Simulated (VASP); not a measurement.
Band structure of CsCl (space group Pm-3m). Calculation: PBE GGA, VASP's PBE PAW potentials (set 64) (plane waves; VASP 6.6.1).

Unless said otherwise, spin-orbit coupling is left out, though it shifts the bands of the heavy elements here.

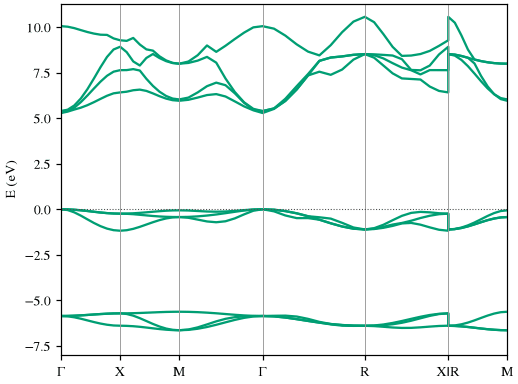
Bands along high-symmetry lines, zero at the valence-band maximum or, without a gap, the Fermi level

Question: Read the plot: is there a gap, and where are the band edges?

Answer: The gap is direct, 5.28 eV, from the valence maximum at Γ to the conduction minimum at Γ.

The structure comes from a computed database's CsCl entry; how it stands against other phases isn't given here. The cell was not relaxed at this level.
